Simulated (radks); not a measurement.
# Valence configurations of Lu

NIST gives [Xe] 4f14 5d1 6s2 as the ground configuration of Lu. Does this level of theory agree? Several fillings of the valence shells are run.

Method: Dirac Kohn-Sham, PBE, spin-unpolarised, spherical densities, point nucleus; open shells are shared between the two j in proportion to 2j + 1. Code: radks (a radial shooting solver on a logarithmic mesh, Libxc functionals) version 1.

**1. Starting point**

* element: lutetium (Z = 71)
* charge: 0
* electrons: 71
* configuration: [Xe] 4f14 5d1 6s2
* others tried: 4f14 6s2 6p1; 4f14 5d3; 4f13.5 5d3 6p0.5; 4f14 5d2 6s1; 4f13 5d1 6s2 6p1; 4f13.5 5d1 6s2 6p0.5; 4f13 6s2 6p2; 4f14 5d1.5 6s1.5; 4f13 5d3 6s1

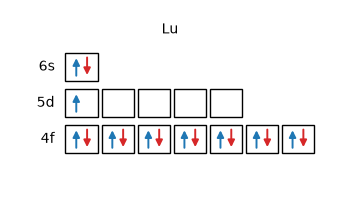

Occupation of the outer shells (arrows by Hund's rule).

In the logs a row gives level, spin channel, occupation and eigenvalue; Etot, Ekin, Encl (electron-nucleus), Eh (Hartree) and Exc are energies, all in hartree; err is the last residual, it the number of iterations.

**2. [Xe] 4f14 5d1 6s2**

Settings of this run:

```text
Z 71
configuration [Xe] 4f14 5d1 6s2
relativity Dirac
functional pbe,pbe
spin unpolarised
j_filling average
nucleus point
c 137.035999084
```

What it wrote:

```text
1s1/2   1   2.0000       -2321.25398217
2s1/2   1   2.0000        -394.87894554
2p1/2   1   2.0000        -376.85462225
2p3/2   1   4.0000        -335.78294790
3s1/2   1   2.0000         -89.48413059
3p1/2   1   2.0000         -81.52070724
3p3/2   1   4.0000         -72.76015472
3d3/2   1   4.0000         -59.26237944
3d5/2   1   6.0000         -57.35001746
4s1/2   1   2.0000         -17.81361091
4p1/2   1   2.0000         -14.57243477
4p3/2   1   4.0000         -12.57940761
4d3/2   1   4.0000          -7.25588699
4d5/2   1   6.0000          -6.89208464
4f5/2   1   6.0000          -0.38377120
4f7/2   1   8.0000          -0.32782901
5s1/2   1   2.0000          -2.23887014
5p1/2   1   2.0000          -1.34452229
5p3/2   1   4.0000          -1.09183280
5d3/2   1   0.4000          -0.07158628
5d5/2   1   0.6000          -0.05993342
6s1/2   1   2.0000          -0.17127056
Etot -14581.088187914174
Ekin 16257.49390762598
Encl -36264.95931824809
Eh 5728.505959479033
Exc -302.1287367710984
err 2.8323341186602867e-09
it 17
```

The top filled level is 5d5/2, -1.631 eV.

Radial moments (bohr):

```
level  occupation  energy (eV)     <r>  outermost maximum (interpolated)  90 % within  nodes
5s1/2           2      -60.923   1.172                              1.04         1.69      4
5p1/2           2      -36.586   1.316                              1.13         1.94      3
5p3/2           4      -29.710   1.431                              1.22         2.11      3
4f5/2           6      -10.443  0.7163                             0.466         1.23      0
4f7/2           8       -8.921  0.7326                             0.471         1.26      0
6s1/2           2       -4.661   3.646                              3.07         5.42      5
5d3/2         0.4       -1.948   2.827                              1.80         4.81      2
5d5/2         0.6       -1.631   3.007                              1.88         5.14      2
```

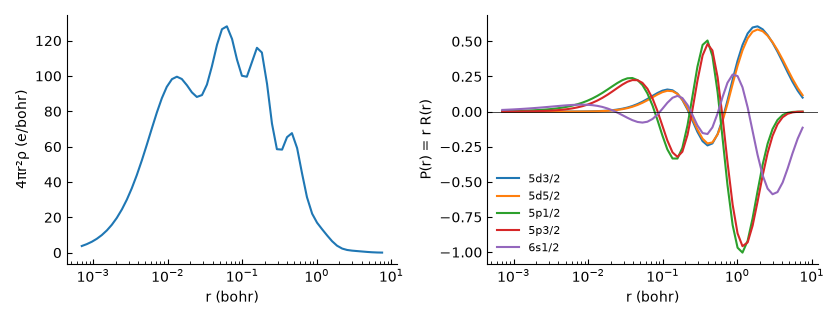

Radial density (left) and radial functions of outer levels (right).

**3. [Xe] 4f14 6s2 6p1**

Input: that of step 2 with these lines changed.

```diff
@@ -1,3 +1,3 @@
 Z 71
-configuration [Xe] 4f14 5d1 6s2
+configuration [Xe] 4f14 6s2 6p1
 relativity Dirac
```

What it wrote:

```text
1s1/2   1   2.0000       -2321.36468496
2s1/2   1   2.0000        -394.99225560
2p1/2   1   2.0000        -376.96777590
2p3/2   1   4.0000        -335.89622615
3s1/2   1   2.0000         -89.59583250
3p1/2   1   2.0000         -81.63247007
3p3/2   1   4.0000         -72.87184774
3d3/2   1   4.0000         -59.37448558
3d5/2   1   6.0000         -57.46207912
4s1/2   1   2.0000         -17.92605807
4p1/2   1   2.0000         -14.68499616
4p3/2   1   4.0000         -12.69229592
4d3/2   1   4.0000          -7.36919729
4d5/2   1   6.0000          -7.00552613
4f5/2   1   6.0000          -0.49758436
4f7/2   1   8.0000          -0.44158100
5s1/2   1   2.0000          -2.35521744
5p1/2   1   2.0000          -1.45742347
5p3/2   1   4.0000          -1.20161299
6s1/2   1   2.0000          -0.21996588
6p1/2   1   0.3333          -0.09121109
6p3/2   1   0.6667          -0.07536165
Etot -14581.054254725861
Ekin 16257.536897812255
Encl -36257.22757756342
Eh 5720.65454533848
Exc -302.0181203131774
err 7.309739148848385e-09
it 16
```

Energy against step 2 ([Xe] 4f14 5d1 6s2): +0.923 eV. 6p3/2 is the highest filled level (-2.051 eV).

**4. [Xe] 4f14 5d3**

Input: that of step 3 with these lines changed.

```diff
@@ -1,3 +1,3 @@
 Z 71
-configuration [Xe] 4f14 6s2 6p1
+configuration [Xe] 4f14 5d3
 relativity Dirac
```

What it wrote:

```text
1s1/2   1   2.0000       -2321.20725257
2s1/2   1   2.0000        -394.82730936
2p1/2   1   2.0000        -376.80334197
2p3/2   1   4.0000        -335.73138640
3s1/2   1   2.0000         -89.43346091
3p1/2   1   2.0000         -81.47001810
3p3/2   1   4.0000         -72.70948866
3d3/2   1   4.0000         -59.21130501
3d5/2   1   6.0000         -57.29897477
4s1/2   1   2.0000         -17.76213320
4p1/2   1   2.0000         -14.52082539
4p3/2   1   4.0000         -12.52745012
4d3/2   1   4.0000          -7.20337505
4d5/2   1   6.0000          -6.83941748
4f5/2   1   6.0000          -0.33025234
4f7/2   1   8.0000          -0.27434276
5s1/2   1   2.0000          -2.18179222
5p1/2   1   2.0000          -1.29104282
5p3/2   1   4.0000          -1.04147062
5d3/2   1   1.2000          -0.05033393
5d5/2   1   1.8000          -0.04121416
Etot -14580.862815210574
Ekin 16257.066720319548
Encl -36267.840552445356
Eh 5732.107610668856
Exc -302.1965937536224
err 5.663027026771462e-09
it 19
```

E − E(step 2, [Xe] 4f14 5d1 6s2) = +6.133 eV. The top filled level is 5d5/2, -1.121 eV.

**5. [Xe] 4f13.5 5d3 6p0.5**

Input: that of step 4 with these lines changed.

```diff
@@ -1,3 +1,3 @@
 Z 71
-configuration [Xe] 4f14 5d3
+configuration [Xe] 4f13.5 5d3 6p0.5
 relativity Dirac
```

What it wrote:

```text
1s1/2   1   2.0000       -2321.35430895
2s1/2   1   2.0000        -394.98510599
2p1/2   1   2.0000        -376.95869238
2p3/2   1   4.0000        -335.88806976
3s1/2   1   2.0000         -89.60755006
3p1/2   1   2.0000         -81.64320962
3p3/2   1   4.0000         -72.88354604
3d3/2   1   4.0000         -59.38332921
3d5/2   1   6.0000         -57.47138390
4s1/2   1   2.0000         -17.92968431
4p1/2   1   2.0000         -14.68734318
4p3/2   1   4.0000         -12.69091739
4d3/2   1   4.0000          -7.36386369
4d5/2   1   6.0000          -6.99876123
4f5/2   1   5.7857          -0.47388315
4f7/2   1   7.7143          -0.41653056
5s1/2   1   2.0000          -2.27427150
5p1/2   1   2.0000          -1.37252462
5p3/2   1   4.0000          -1.11498715
5d3/2   1   1.2000          -0.08005357
5d5/2   1   1.8000          -0.06795260
6p1/2   1   0.1667          -0.06607880
6p3/2   1   0.3333          -0.05493119
Etot -14580.706450587244
Ekin 16257.092375800614
Encl -36257.59583445365
Eh 5721.760639185144
Exc -301.96363111935347
err 9.372090580148508e-09
it 16
```

Energy against step 2 ([Xe] 4f14 5d1 6s2): +10.388 eV. 6p3/2 is the highest filled level (-1.495 eV).

**6. [Xe] 4f14 5d2 6s1**

Input: that of step 5 with these lines changed.

```diff
@@ -1,3 +1,3 @@
 Z 71
-configuration [Xe] 4f13.5 5d3 6p0.5
+configuration [Xe] 4f14 5d2 6s1
 relativity Dirac
```

What it wrote:

```text
1s1/2   1   2.0000       -2321.22303526
2s1/2   1   2.0000        -394.84538767
2p1/2   1   2.0000        -376.82124536
2p3/2   1   4.0000        -335.74942535
3s1/2   1   2.0000         -89.45120510
3p1/2   1   2.0000         -81.48776551
3p3/2   1   4.0000         -72.72723148
3d3/2   1   4.0000         -59.22921922
3d5/2   1   6.0000         -57.31687710
4s1/2   1   2.0000         -17.78024069
4p1/2   1   2.0000         -14.53899035
4p3/2   1   4.0000         -12.54576639
4d3/2   1   4.0000          -7.22194011
4d5/2   1   6.0000          -6.85805139
4f5/2   1   6.0000          -0.34930783
4f7/2   1   8.0000          -0.29338707
5s1/2   1   2.0000          -2.20253685
5p1/2   1   2.0000          -1.31023177
5p3/2   1   4.0000          -1.05931373
5d3/2   1   0.8000          -0.05595984
5d5/2   1   1.2000          -0.04578626
6s1/2   1   1.0000          -0.16308686
Etot -14580.977877448715
Ekin 16257.275993028137
Encl -36266.9243092774
Eh 5730.839204955513
Exc -302.16876615496903
err 1.324690938766951e-09
it 18
```

Energy against step 2 ([Xe] 4f14 5d1 6s2): +3.002 eV. The top filled level is 5d5/2, -1.246 eV.

**7. [Xe] 4f13 5d1 6s2 6p1**

Input: that of step 6 with these lines changed.

```diff
@@ -1,3 +1,3 @@
 Z 71
-configuration [Xe] 4f14 5d2 6s1
+configuration [Xe] 4f13 5d1 6s2 6p1
 relativity Dirac
```

What it wrote:

```text
1s1/2   1   2.0000       -2321.65089089
2s1/2   1   2.0000        -395.30124506
2p1/2   1   2.0000        -377.27156281
2p3/2   1   4.0000        -336.20285081
3s1/2   1   2.0000         -89.93960128
3p1/2   1   2.0000         -81.97434464
3p3/2   1   4.0000         -73.21552161
3d3/2   1   4.0000         -59.71385818
3d5/2   1   6.0000         -57.80226518
4s1/2   1   2.0000         -18.25358769
4p1/2   1   2.0000         -15.01022878
4p3/2   1   4.0000         -13.01064255
4d3/2   1   4.0000          -7.68091297
4d5/2   1   6.0000          -7.31466675
4f5/2   1   5.5714          -0.77370198
4f7/2   1   7.4286          -0.71481694
5s1/2   1   2.0000          -2.51580482
5p1/2   1   2.0000          -1.59546630
5p3/2   1   4.0000          -1.32338990
5d3/2   1   0.4000          -0.19864416
5d5/2   1   0.6000          -0.17948976
6s1/2   1   2.0000          -0.23684801
6p1/2   1   0.3333          -0.09688251
6p3/2   1   0.6667          -0.07889367
Etot -14580.615235941534
Ekin 16257.497973006793
Encl -36237.37017431483
Eh 5700.797584623327
Exc -301.54061925682885
err 1.0649449386374644e-08
it 15
```

E − E(step 2, [Xe] 4f14 5d1 6s2) = +12.870 eV. The top filled level is 6p3/2, -2.147 eV.

**8. [Xe] 4f13.5 5d1 6s2 6p0.5**

Settings of this run:

```text
Z 71
configuration [Xe] 4f13.5 5d1 6s2 6p0.5
relativity Dirac
functional pbe,pbe
spin unpolarised
j_filling average
nucleus point
c 137.035999084
```

What it wrote:

```text
1s1/2   1   2.0000       -2321.44372958
2s1/2   1   2.0000        -395.08060288
2p1/2   1   2.0000        -377.05376488
2p3/2   1   4.0000        -335.98348085
3s1/2   1   2.0000         -89.70147894
3p1/2   1   2.0000         -81.73718121
3p3/2   1   4.0000         -72.97746621
3d3/2   1   4.0000         -59.47782269
3d5/2   1   6.0000         -57.56582807
4s1/2   1   2.0000         -18.02442008
4p1/2   1   2.0000         -14.78223251
4p3/2   1   4.0000         -12.78620643
4d3/2   1   4.0000          -7.45978287
4d5/2   1   6.0000          -7.09485360
4f5/2   1   5.7857          -0.57052101
4f7/2   1   7.7143          -0.51311421
5s1/2   1   2.0000          -2.37334423
5p1/2   1   2.0000          -1.46645905
5p3/2   1   4.0000          -1.20446650
5d3/2   1   0.4000          -0.13102228
5d5/2   1   0.6000          -0.11554943
6s1/2   1   2.0000          -0.20366151
6p1/2   1   0.1667          -0.07728420
6p3/2   1   0.3333          -0.06252943
Etot -14580.896005058277
Ekin 16257.526637690416
Encl -36251.76619303982
Eh 5715.191759180465
Exc -301.84820888934325
err 5.2444391272177724e-09
it 16
```

Energy against step 2 ([Xe] 4f14 5d1 6s2): +5.230 eV. Highest occupied level: 6p3/2 at -1.702 eV.

**9. [Xe] 4f13 6s2 6p2**

Settings of this run:

```text
Z 71
configuration [Xe] 4f13 6s2 6p2
relativity Dirac
functional pbe,pbe
spin unpolarised
j_filling average
nucleus point
c 137.035999084
```

What it wrote:

```text
1s1/2   1   2.0000       -2321.78794758
2s1/2   1   2.0000        -395.44253846
2p1/2   1   2.0000        -377.41257773
2p3/2   1   4.0000        -336.34407826
3s1/2   1   2.0000         -90.07847340
3p1/2   1   2.0000         -82.11330976
3p3/2   1   4.0000         -73.35437023
3d3/2   1   4.0000         -59.85336088
3d5/2   1   6.0000         -57.94169807
4s1/2   1   2.0000         -18.39274542
4p1/2   1   2.0000         -15.14949686
4p3/2   1   4.0000         -13.15020038
4d3/2   1   4.0000          -7.82087916
4d5/2   1   6.0000          -7.45474443
4f5/2   1   5.5714          -0.91331210
4f7/2   1   7.4286          -0.85433637
5s1/2   1   2.0000          -2.65389867
5p1/2   1   2.0000          -1.72804835
5p3/2   1   4.0000          -1.45116875
6s1/2   1   2.0000          -0.28814927
6p1/2   1   0.6667          -0.13108142
6p3/2   1   1.3333          -0.10815705
Etot -14580.48381254226
Ekin 16257.481620917388
Encl -36227.83076716639
Eh 5691.266160605534
Exc -301.40082689878744
err 1.2855831462132218e-08
it 14
```

E − E(step 2, [Xe] 4f14 5d1 6s2) = +16.446 eV. 6p3/2 is the highest filled level (-2.943 eV).

**10. [Xe] 4f14 5d1.5 6s1.5**

Input: that of step 9 with these lines changed.

```diff
@@ -1,3 +1,3 @@
 Z 71
-configuration [Xe] 4f13 6s2 6p2
+configuration [Xe] 4f14 5d1.5 6s1.5
 relativity Dirac
```

What it wrote:

```text
1s1/2   1   2.0000       -2321.23621599
2s1/2   1   2.0000        -394.85982099
2p1/2   1   2.0000        -376.83558919
2p3/2   1   4.0000        -335.76384031
3s1/2   1   2.0000         -89.46537215
3p1/2   1   2.0000         -81.50193849
3p3/2   1   4.0000         -72.74139757
3d3/2   1   4.0000         -59.24349279
3d5/2   1   6.0000         -57.33114209
4s1/2   1   2.0000         -17.79461825
4p1/2   1   2.0000         -14.55340233
4p3/2   1   4.0000         -12.56026956
4d3/2   1   4.0000          -7.23658702
4d5/2   1   6.0000          -6.87273872
4f5/2   1   6.0000          -0.36421077
4f7/2   1   8.0000          -0.30828100
5s1/2   1   2.0000          -2.21835356
5p1/2   1   2.0000          -1.32510746
5p3/2   1   4.0000          -1.07337301
5d3/2   1   0.6000          -0.06224652
5d5/2   1   0.9000          -0.05139144
6s1/2   1   1.5000          -0.16622237
Etot -14581.033846345073
Ekin 16257.383470793935
Encl -36266.09985677326
Eh 5729.8332868131965
Exc -302.15074717894424
err 2.0123540702702388e-09
it 17
```

Energy against step 2 ([Xe] 4f14 5d1 6s2): +1.479 eV. The top filled level is 5d5/2, -1.398 eV.

**11. [Xe] 4f13 5d3 6s1**

Input: that of step 10 with these lines changed.

```diff
@@ -1,3 +1,3 @@
 Z 71
-configuration [Xe] 4f14 5d1.5 6s1.5
+configuration [Xe] 4f13 5d3 6s1
 relativity Dirac
```

What it wrote:

```text
1s1/2   1   2.0000       -2321.47881118
2s1/2   1   2.0000        -395.12287795
2p1/2   1   2.0000        -377.09365171
2p3/2   1   4.0000        -336.02459198
3s1/2   1   2.0000         -89.76336232
3p1/2   1   2.0000         -81.79803914
3p3/2   1   4.0000         -73.03930149
3d3/2   1   4.0000         -59.53693983
3d5/2   1   6.0000         -57.62541159
4s1/2   1   2.0000         -18.07666362
4p1/2   1   2.0000         -14.83315386
4p3/2   1   4.0000         -12.83317034
4d3/2   1   4.0000          -7.50283684
4d5/2   1   6.0000          -7.13642556
4f5/2   1   5.5714          -0.59538570
4f7/2   1   7.4286          -0.53658059
5s1/2   1   2.0000          -2.33690662
5p1/2   1   2.0000          -1.42306284
5p3/2   1   4.0000          -1.15675137
5d3/2   1   1.2000          -0.08427933
5d5/2   1   1.8000          -0.07002774
6s1/2   1   1.0000          -0.16952679
Etot -14580.603235147713
Ekin 16257.268108080205
Encl -36249.168269733265
Eh 5713.032629844926
Exc -301.73570333958
err 8.991479997049399e-09
it 16
```

Energy against step 2 ([Xe] 4f14 5d1 6s2): +13.196 eV. The top filled level is 5d5/2, -1.906 eV.

**12. Results**

```
             valence  E − E(NIST configuration) (eV)  highest level  its energy (eV)  1s shift (eV)
        4f14 5d1 6s2                           0.000          5d5/2           -1.631          +0.00
        4f14 6s2 6p1                           0.923          6p3/2           -2.051          -3.01
    4f14 5d1.5 6s1.5                           1.479          5d5/2           -1.398          +0.48
        4f14 5d2 6s1                           3.002          5d5/2           -1.246          +0.84
4f13.5 5d1 6s2 6p0.5                           5.230          6p3/2           -1.702          -5.16
            4f14 5d3                           6.133          5d5/2           -1.121          +1.27
    4f13.5 5d3 6p0.5                          10.388          6p3/2           -1.495          -2.73
    4f13 5d1 6s2 6p1                          12.870          6p3/2           -2.147         -10.80
        4f13 5d3 6s1                          13.196          5d5/2           -1.906          -6.12
        4f13 6s2 6p2                          16.446          6p3/2           -2.943         -14.53
```

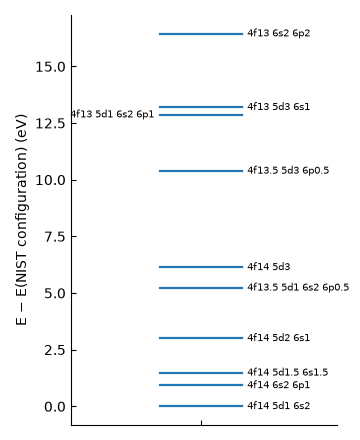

Energies of the configurations.

Theory agrees with NIST among these: the next, 4f14 6s2 6p1, lies 0.923 eV higher. The energies are those of spherical spin-averaged densities, not of single terms. The 1s eigenvalue shifts by up to 14.53 eV as the valence charge is rearranged.
